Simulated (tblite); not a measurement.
# Molecular dynamics, with input and output: C₆H₄N₂Se

C₆H₄N₂Se (2,1,3-benzoselenadiazole), SMILES c1ccc2n[se]nc2c1, computed with GFN2-xTB Langevin dynamics, gas phase (tblite 0.8.0).

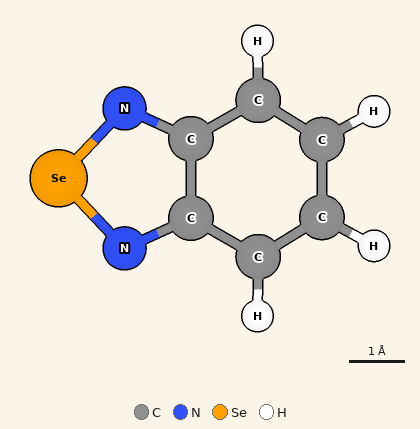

*The input geometry (ball-and-stick view, seen at a tilt).*

Bond lengths as drawn: C–C 1.36 to 1.44 Å, C–H 1.08 Å, C–N 1.33 Å and N–Se 1.75 Å.

Input file
```
{"job": {"kind": "md", "xc": "GFN2-xTB", "basis": "xTB", "temperature": 400, "steps": 2000, "every": 50}, "charge": 0, "multiplicity": 1}
C     -1.507199    -0.696126     0.012358
C     -1.496022     0.715182    -0.077169
C     -0.330056     1.422317    -0.096918
C      0.888155     0.715113    -0.028404
N      2.101456     1.256591    -0.038072
Se     3.291182    -0.021530     0.063785
N      2.081465    -1.283793     0.118204
C      0.876880    -0.726192     0.060587
C     -0.352063    -1.417722     0.081640
H     -2.459885    -1.204563     0.026430
H     -2.440308     1.236407    -0.130029
H     -0.309729     2.498551    -0.162309
H     -0.348264    -2.493748     0.152170
```

The first line tells a small driver script what to run in tblite; the rest is the geometry in Å.

Machine: 1 CPU thread, shared host.

Run as:
```bash
OMP_NUM_THREADS=1 python <driver script> task.json out
```

The program's output
```
t/fs     T/K      E/eV
    0.0   333.4   -650.04103
   25.0   222.0   -649.72182
   50.0   376.6   -649.67312
   75.0   312.9   -649.69422
  100.0   284.9   -649.62137
  125.0   353.0   -649.63516
  150.0   322.7   -649.48338
  175.0   415.3   -649.50723
  200.0   492.0   -649.49638
  225.0   497.1   -649.37330
  250.0   483.0   -649.49148
  275.0   426.9   -649.58072
  300.0   353.6   -649.41944
  325.0   432.5   -649.50195
  350.0   380.2   -649.36749
  375.0   440.8   -649.36563
  400.0   474.1   -649.54170
  425.0   504.8   -649.45879
  450.0   498.9   -649.53591
  475.0   409.4   -649.39915
  500.0   446.7   -649.52149
  525.0   404.8   -649.56447
  550.0   283.9   -649.48406
  575.0   268.9   -649.54974
  600.0   358.8   -649.65095
  625.0   292.9   -649.62893
  650.0   248.8   -649.39280
  675.0   227.2   -649.64823
  700.0   230.3   -649.56421
  725.0   245.7   -649.57705
  750.0   288.5   -649.54395
  775.0   326.7   -649.70498
  800.0   289.7   -649.61539
  825.0   245.8   -649.51376
  850.0   301.6   -649.52358
  875.0   283.3   -649.51782
  900.0   443.7   -649.67354
  925.0   288.8   -649.44602
  950.0   387.4   -649.73021
  975.0   309.8   -649.57491
 1000.0   312.2   -649.46144
```

Trajectory as extended XYZ (Å, eV, eV/Å), 16 of the 41 frames kept, from step=0 to step=40
```
13
Properties=species:S:1:pos:R:3:forces:R:3 step=0 time_fs=0.0 energy=-650.04103 temperature=333.4
C    -1.5072   -0.6961    0.0124   -0.0005   0.0047   0.0011
C    -1.4960    0.7152   -0.0772   -0.0015   0.0017   0.0005
C    -0.3301    1.4223   -0.0969    0.0007  -0.0003   0.0012
C     0.8882    0.7151   -0.0284    0.0009  -0.0046  -0.0017
N     2.1015    1.2566   -0.0381    0.0002  -0.0035  -0.0007
Se    3.2912   -0.0215    0.0638    0.0007  -0.0009  -0.0004
N     2.0815   -1.2838    0.1182    0.0040   0.0051   0.0018
C     0.8769   -0.7262    0.0606   -0.0010   0.0011   0.0053
C    -0.3521   -1.4177    0.0816   -0.0022   0.0003  -0.0017
H    -2.4599   -1.2046    0.0264    0.0026   0.0000  -0.0005
H    -2.4403    1.2364   -0.1300   -0.0022  -0.0008   0.0018
H    -0.3097    2.4986   -0.1623   -0.0016  -0.0008  -0.0028
H    -0.3483   -2.4937    0.1522   -0.0002  -0.0021  -0.0038
13
Properties=species:S:1:pos:R:3:forces:R:3 step=3 time_fs=75.0 energy=-649.69422 temperature=312.9
C    -1.5457   -0.6351    0.1596    0.4507  -0.4451  -0.1664
C    -1.5068    0.7449    0.0783   -0.0002   1.1648  -0.0878
C    -0.3456    1.4779   -0.0219   -1.3273  -0.7572   0.4121
C     0.7751    0.6836    0.0600    1.8123  -0.1659  -1.1194
N     1.9984    1.2153   -0.0578   -0.0109   0.2211   0.4590
Se    3.1775   -0.0319   -0.0032    0.5802  -0.3156  -0.1807
N     2.0120   -1.3182    0.0274   -0.9340   0.3401   0.0322
C     0.7724   -0.7690    0.0338    1.3898  -0.1357   0.4693
C    -0.4384   -1.4369    0.1077   -0.8517  -0.4915   0.3436
H    -2.4591   -1.1524    0.2178   -1.1743  -0.1548   0.1346
H    -2.4234    1.2745    0.1060   -0.8240   0.3475  -0.0610
H    -0.3022    2.5495   -0.0920    0.0297  -0.0465   0.0319
H    -0.6475   -2.5077    0.2177    0.8597   0.4387  -0.2675
13
Properties=species:S:1:pos:R:3:forces:R:3 step=5 time_fs=125.0 energy=-649.63516 temperature=353.0
C    -1.5957   -0.7751    0.3363   -1.2364   0.0167   0.5986
C    -1.6109    0.6658    0.2781    0.2406  -0.1971  -1.1523
C    -0.4886    1.3999   -0.0172    0.0642  -0.0977   0.7932
C     0.7575    0.7421    0.0063    0.7292  -0.0691  -1.0334
N     1.9822    1.2738   -0.1818   -0.5253  -0.1396   0.4294
Se    3.2215    0.0012   -0.1625   -1.5274   0.0846  -0.0723
N     1.9683   -1.2360   -0.0218   -0.2520  -0.0277  -0.0613
C     0.7370   -0.6905    0.0217    1.1793  -1.4022   0.8483
C    -0.4345   -1.4989    0.2477   -0.0859   3.4291  -0.5191
H    -2.5871   -1.3113    0.5204    1.4232   0.8119  -0.2933
H    -2.5218    1.2521    0.1920   -0.1733  -0.6057   0.4110
H    -0.5143    2.4741   -0.1277   -0.0661  -0.0630  -0.0069
H    -0.4096   -2.5273    0.2500    0.2300  -1.7400   0.0582
13
Properties=species:S:1:pos:R:3:forces:R:3 step=8 time_fs=200.0 energy=-649.49638 temperature=492.0
C    -1.6799   -0.6641    0.3268   -0.7321  -1.4901  -0.2883
C    -1.6222    0.7229    0.1874   -3.3814  -0.2785   0.3092
C    -0.4785    1.3937    0.1577    1.9203   0.5308  -0.6365
C     0.7440    0.6486    0.0941    0.9193   1.6703   0.5042
N     1.9940    1.1968   -0.1206   -2.0798  -0.3692   0.2538
Se    3.1387   -0.0958   -0.2357   -0.1036   0.1278   0.1747
N     1.9375   -1.2901    0.0576   -0.1286  -1.6366   0.3401
C     0.7244   -0.7813    0.2694    0.4533   1.4108  -1.6753
C    -0.5358   -1.3985    0.2251    0.0042   0.1142   0.8951
H    -2.6638   -1.2238    0.4107    1.2553   0.9131  -0.2890
H    -2.6442    1.1892    0.0803    1.3436  -0.0029   0.3183
H    -0.5199    2.4541    0.0154    0.4453   0.3251  -0.0199
H    -0.5969   -2.4424    0.1839    0.0842  -1.3149   0.1138
13
Properties=species:S:1:pos:R:3:forces:R:3 step=11 time_fs=275.0 energy=-649.58072 temperature=426.9
C    -1.6596   -0.7505    0.3885   -2.2533   1.2618   1.1931
C    -1.5970    0.6575    0.6480   -1.1327   0.7688  -0.7884
C    -0.5227    1.3609    0.2400    1.5651  -0.2662   0.6843
C     0.6784    0.6014    0.0248   -0.1484  -0.1340  -0.7962
N     1.9072    1.0686   -0.0591    0.5780  -0.3116   0.1388
Se    3.0149   -0.3322   -0.2069    0.8199   1.0370  -0.0931
N     1.7480   -1.4940   -0.2382    0.2549   0.0167  -0.3152
C     0.6236   -0.8354   -0.1626   -2.0384  -0.5367   1.0357
C    -0.6408   -1.5038    0.0067    1.6271   0.3533  -0.8133
H    -2.6373   -1.1724    0.5706   -0.0490  -0.3003  -0.0205
H    -2.4765    1.3044    0.9259    0.6641  -1.3352  -0.1563
H    -0.4580    2.4335    0.3343    0.0768  -0.0208  -0.1039
H    -0.7356   -2.5322   -0.2428    0.0359  -0.5329   0.0350
13
Properties=species:S:1:pos:R:3:forces:R:3 step=13 time_fs=325.0 energy=-649.50195 temperature=432.5
C    -1.7965   -0.7599    0.4474   -0.0683  -0.5635  -0.1667
C    -1.7984    0.6242    0.4665    3.9893   1.0675  -0.4420
C    -0.5370    1.2181    0.3816   -0.9469  -0.0048  -0.2084
C     0.6124    0.3981    0.2032   -1.7953   1.2327  -0.3062
N     1.8091    0.9010    0.1800    1.5000   0.8681   0.3650
Se    2.9611   -0.3546   -0.1542   -0.1378  -0.2677  -0.4527
N     1.6837   -1.5312   -0.4030   -0.4324  -0.3783   0.1576
C     0.4956   -0.9619   -0.1500   -0.0047  -1.5569   0.7795
C    -0.7684   -1.5889    0.1152    0.6993   1.0582  -0.4513
H    -2.7221   -1.1293    0.7381   -1.4942  -1.2812   0.2025
H    -2.6485    1.2189    0.4762   -1.2784   0.6190   0.3228
H    -0.3633    2.2917    0.3609   -0.2015  -0.2578   0.2253
H    -0.9317   -2.6345    0.0331    0.1709  -0.5354  -0.0254
13
Properties=species:S:1:pos:R:3:forces:R:3 step=16 time_fs=400.0 energy=-649.54170 temperature=474.1
C    -1.8880   -0.9067    0.1912   -0.9623   0.8779   0.4605
C    -1.9123    0.5048    0.5481    1.8853  -1.8008  -0.5888
C    -0.7157    1.1288    0.7085    1.0857  -0.1417  -0.5477
C     0.5040    0.3244    0.5248   -0.7145   1.7160   0.0962
N     1.6845    0.9032    0.4119    0.6331  -1.2072  -0.0915
Se    2.9278   -0.4028   -0.0172   -2.0983   0.2809   0.5285
N     1.5965   -1.6401   -0.0132    1.7922  -0.0979  -0.2260
C     0.4529   -1.0956    0.2672    0.3093   0.9428  -0.2011
C    -0.7937   -1.6872    0.0707   -0.6504   0.4870   0.2138
H    -2.8223   -1.3962   -0.0213   -0.3815   0.1801   0.0064
H    -2.8207    1.0161    0.5163   -1.0832   0.5950   0.1792
H    -0.6019    2.2302    0.7606   -0.0766  -0.9759   0.2502
H    -0.9241   -2.6705   -0.2915    0.2613  -0.8562  -0.0797
13
Properties=species:S:1:pos:R:3:forces:R:3 step=19 time_fs=475.0 energy=-649.39915 temperature=409.4
C    -1.8583   -1.2371    0.7177    0.1581  -0.7736   0.4260
C    -1.8769    0.1698    0.8324    1.4942  -0.3934  -0.5347
C    -0.8008    0.9712    0.6800    2.2474   0.0240  -0.4463
C     0.4745    0.3145    0.5178    0.6120   1.5984   0.3364
N     1.7040    0.9081    0.4281   -0.9462  -1.5425  -0.3830
Se    2.8947   -0.4091    0.1134   -0.9583   0.3250   0.2326
N     1.6593   -1.6875    0.1839    0.4847   1.2518   0.5584
C     0.4980   -1.0939    0.4959   -0.2290  -1.9824  -1.2344
C    -0.6685   -1.9355    0.5241   -1.0750   3.8301   0.8599
H    -2.8802   -1.6299    0.8620    0.9566  -0.5416  -0.2764
H    -2.7417    0.6752    1.0399   -2.3021   0.7362   0.2840
H    -0.8056    2.0582    0.5841   -0.2165  -0.4417   0.4009
H    -0.4442   -2.9338    0.5526   -0.2259  -2.0904  -0.2233
13
Properties=species:S:1:pos:R:3:forces:R:3 step=21 time_fs=525.0 energy=-649.56447 temperature=404.8
C    -1.7768   -1.2199    1.0376   -1.0431  -0.7541  -0.5156
C    -1.8952    0.1456    0.7479   -2.0336   1.7525   0.4048
C    -0.8261    0.9177    0.4846    1.2696  -0.6840  -0.3259
C     0.4044    0.2183    0.3724    1.1399   0.6968  -0.5890
N     1.5525    0.8574    0.0509   -0.4071  -1.2791   1.0084
Se    2.8579   -0.3463    0.1308   -0.3956   0.0859  -0.5895
N     1.7460   -1.7067    0.3168    0.4898   0.1710   0.4030
C     0.5305   -1.2436    0.5051   -0.9123   0.9110  -0.5813
C    -0.6663   -1.9660    0.7418   -0.0010  -0.6291   1.1112
H    -2.6978   -1.6900    1.3890    0.3372  -0.1676  -0.2315
H    -2.8786    0.7541    0.7628    1.2383  -1.5896   0.3304
H    -0.8697    1.9784    0.3567    0.0871   0.1933  -0.1739
H    -0.6819   -3.0766    0.9085    0.2310   1.2929  -0.2510
13
Properties=species:S:1:pos:R:3:forces:R:3 step=24 time_fs=600.0 energy=-649.65095 temperature=358.8
C    -1.9294   -1.4063    0.8774    0.3280   0.3601   0.3147
C    -2.1007   -0.0146    0.6782   -1.1166   0.5402  -0.2505
C    -1.0397    0.7826    0.3078    0.7075   0.0259   0.3014
C     0.2882    0.2139    0.2832    0.3869   0.5291  -1.1040
N     1.4852    0.8048   -0.0724   -1.8399   0.1138   0.6525
Se    2.7815   -0.3512    0.0273   -0.5118   0.3376  -0.1510
N     1.7018   -1.6266    0.4165   -0.7704  -0.9402   0.4363
C     0.4262   -1.1960    0.5151    1.0844   0.3369  -0.1347
C    -0.6913   -1.9834    0.8146    0.0370  -1.0691   1.0140
H    -2.7786   -1.9955    1.1687   -0.1502  -0.1162  -0.0016
H    -3.1818    0.3935    0.8248    2.1009  -0.5080  -0.4594
H    -1.1482    1.8487    0.0949    0.0061  -0.4322   0.1803
H    -0.5127   -3.0164    1.1991   -0.2618   0.8223  -0.7981
13
Properties=species:S:1:pos:R:3:forces:R:3 step=27 time_fs=675.0 energy=-649.64823 temperature=227.2
C    -2.0457   -1.3288    0.9679    0.5633  -1.3723   0.0947
C    -2.1886    0.0301    0.6999    0.3553   0.7390  -0.1093
C    -1.1059    0.8081    0.3218   -0.7959  -0.7368  -0.1508
C     0.1423    0.1905    0.2151    1.4381   1.4320   0.7575
N     1.3027    0.8397   -0.1448   -1.4214  -0.5704   0.0293
Se    2.5967   -0.2983   -0.1467   -0.4237  -0.6770   0.2022
N     1.5810   -1.6374    0.3963   -0.8787   0.9582   1.0111
C     0.3271   -1.1331    0.7078    1.3645  -1.1504  -2.3770
C    -0.8004   -1.9408    0.9337   -0.2191   0.3452   0.6476
H    -2.9138   -1.9772    1.1284    0.2667   0.4782   0.0506
H    -3.1585    0.4966    0.8074    0.0112  -0.0798  -0.1505
H    -1.2543    1.7984   -0.0446    0.0701   0.4771   0.1014
H    -0.6113   -2.9847    1.1589   -0.3304   0.1569  -0.1069
13
Properties=species:S:1:pos:R:3:forces:R:3 step=29 time_fs=725.0 energy=-649.57705 temperature=245.7
C    -2.0414   -1.3012    0.9917    0.2744  -0.1480  -0.0011
C    -2.2037    0.0243    0.6364    0.9214   1.3982   0.4138
C    -1.1382    0.8438    0.3129   -0.5246  -0.1074  -0.4528
C     0.1541    0.3170    0.0825   -0.2401  -0.0069   1.1010
N     1.2687    0.9608   -0.3280   -1.1448  -0.4783   0.3843
Se    2.5777   -0.1598   -0.2583    0.1781  -0.6493  -0.1103
N     1.6123   -1.5196    0.2936   -1.6213   0.9885   0.8702
C     0.3308   -1.0522    0.5510    1.2074  -0.6680  -1.6589
C    -0.7987   -1.8269    0.9567    1.5416  -0.0628  -0.2271
H    -2.8171   -1.9269    1.3672   -0.6421  -0.0442  -0.0398
H    -3.0976    0.5473    0.8528   -0.9707   0.0944  -0.0933
H    -1.3960    1.8858    0.2095    0.4731   0.1464  -0.2947
H    -0.6997   -2.8442    1.2581    0.5475  -0.4626   0.1087
13
Properties=species:S:1:pos:R:3:forces:R:3 step=32 time_fs=800.0 energy=-649.61539 temperature=289.7
C    -2.0173   -1.3711    1.0082    2.7553  -1.8058   0.6542
C    -2.2458   -0.0445    0.7862   -0.3241   1.8335  -0.3459
C    -1.2897    0.8147    0.3200    0.8432  -0.1645  -0.8513
C     0.0243    0.3151    0.0601    0.3469   1.4020   0.3201
N     1.1299    1.0217   -0.3512   -1.3268  -0.8846   0.0713
Se    2.5067   -0.0833   -0.4138   -0.7927   0.4906   0.1915
N     1.5722   -1.3851    0.2181   -0.5807  -0.7664   0.3849
C     0.2860   -1.0279    0.4342    0.6088  -1.5192   0.3895
C    -0.7289   -1.9133    0.9777   -0.0349   2.0101  -1.4863
H    -2.7286   -2.0614    1.3248   -1.4842  -0.5742   0.4756
H    -3.1961    0.4167    1.0036   -0.3316  -0.3005  -0.1098
H    -1.5743    1.7992   -0.0080    0.2238   0.2398   0.2774
H    -0.5194   -2.9460    1.1802    0.0970   0.0392   0.0289
13
Properties=species:S:1:pos:R:3:forces:R:3 step=35 time_fs=875.0 energy=-649.51782 temperature=283.3
C    -1.8635   -1.3897    1.2345   -0.1303  -1.0384   0.8232
C    -2.2036   -0.0627    1.0962    0.1902   1.6795  -0.3120
C    -1.2701    0.8205    0.5403   -1.1642  -0.9701   1.1146
C    -0.0173    0.2965    0.3004    2.6851   0.9176  -1.0141
N     1.0512    1.0174   -0.2278   -1.1250  -1.4722   0.0598
Se    2.3745   -0.1087   -0.5357   -0.4140   0.1682   0.9643
N     1.5931   -1.4625    0.3075   -0.6356   1.1694  -0.8235
C     0.3271   -1.0609    0.5780    1.6182  -0.3673  -0.2687
C    -0.6229   -1.9338    1.0618   -1.1719   2.3177  -0.4410
H    -2.6110   -2.0285    1.6295   -0.7055  -0.5889   0.2117
H    -3.1962    0.2194    1.4860    0.6548   0.1911  -0.6681
H    -1.4228    1.8532    0.3713   -0.3416   0.6425  -0.1007
H    -0.4301   -2.9226    1.1439    0.5399  -2.6490   0.4546
13
Properties=species:S:1:pos:R:3:forces:R:3 step=37 time_fs=925.0 energy=-649.44602 temperature=288.8
C    -1.9446   -1.5171    1.3368   -0.8716  -1.1061  -0.2645
C    -2.2995   -0.2015    1.0203    0.6235   0.1855  -0.1687
C    -1.3013    0.6506    0.6463   -0.2541   2.7282  -0.0303
C    -0.0199    0.1989    0.4126    1.1739  -0.7784  -0.5536
N     0.9379    0.8866   -0.2442   -0.9101   0.1469   0.6266
Se    2.3099   -0.0974   -0.4742    0.2483  -1.0778   0.2638
N     1.5986   -1.5238    0.3146   -1.2423   0.9109   0.5182
C     0.3316   -1.1762    0.7421    2.6006   0.9388  -1.4763
C    -0.6303   -1.9757    1.2783   -2.1325  -1.9564   1.7448
H    -2.7985   -2.2418    1.5089    1.2725   0.8496   0.2293
H    -3.2970    0.1826    1.0486   -0.3609  -0.1826   0.2260
H    -1.3865    1.7834    0.5324   -0.4521  -1.6204  -0.0239
H    -0.4763   -2.9674    1.7886    0.3047   0.9619  -1.0915
13
Properties=species:S:1:pos:R:3:forces:R:3 step=40 time_fs=1000.0 energy=-649.46144 temperature=312.2
C    -1.8267   -1.5814    1.5988    0.2551  -1.0882  -0.7238
C    -2.2070   -0.2593    1.2999   -0.6167   0.3742   0.5645
C    -1.4346    0.5792    0.5897    0.9733   1.6959  -0.7407
C    -0.1740    0.0498    0.1589    0.0098   2.0858  -0.6469
N     0.7774    0.7783   -0.4652    0.2655  -1.1100   0.7227
Se    2.2807   -0.2226   -0.5207   -1.3614  -0.1335  -0.0419
N     1.4361   -1.6357    0.1849    0.2371   1.1363  -0.2717
C     0.1926   -1.2587    0.4862    0.7713  -2.9661   1.0379
C    -0.6714   -2.1898    1.2091    0.8383   1.4598  -0.7440
H    -2.5219   -2.2786    1.9517   -1.2674  -0.3553   1.1256
H    -3.1134    0.1564    1.7230   -0.1355  -0.3743  -0.0199
H    -1.6757    1.6929    0.4216    0.3652  -1.9801   0.1430
H    -0.3630   -3.2313    1.4614   -0.3349   1.2556  -0.4049
```

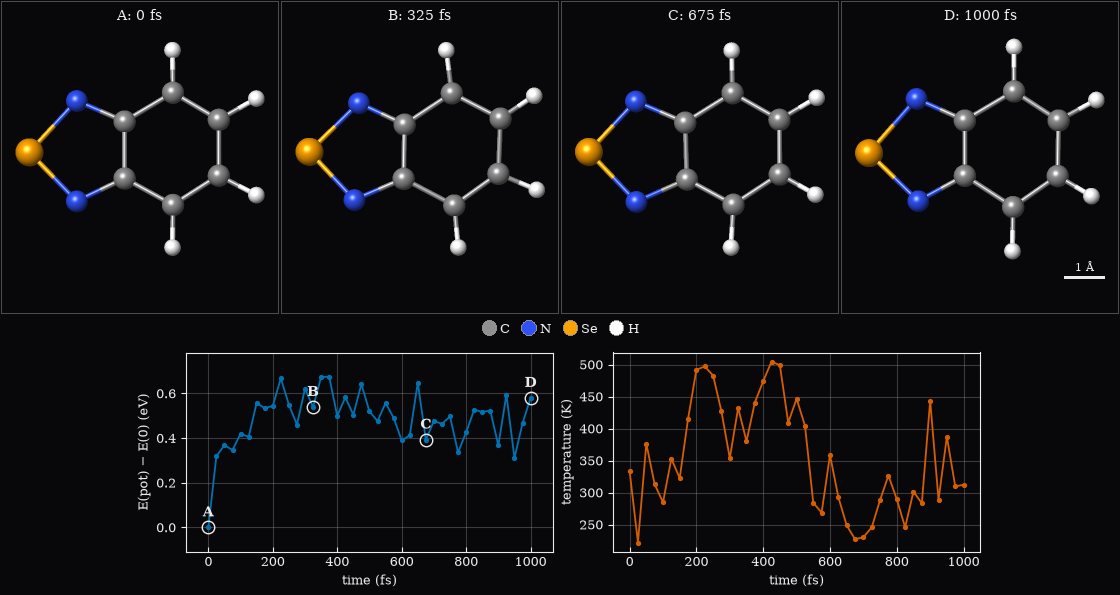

*Frames of the molecular dynamics (ball-and-stick, seen at a tilt) above the curves, on which the letters mark them.*

The trajectory kept here has 41 frames over 1000 fs. The temperature starts at 333 K, ranges from 222 to 505 K and averages 309 K over the second half. The potential energy ends 0.580 eV above its first value. After an unweighted best fit of the last frame on the first, the root-mean-square displacement is 0.11 Å, and H11 has moved furthest (0.17 Å).

Summary

| quantity | value |
| --- | --- |
| outcome | finished |
| mean temperature over the second half | 309 K |
| trajectory | 41 frames kept, 1000 fs |
| wall time | 13 s |
| peak memory | 0.18 GiB |
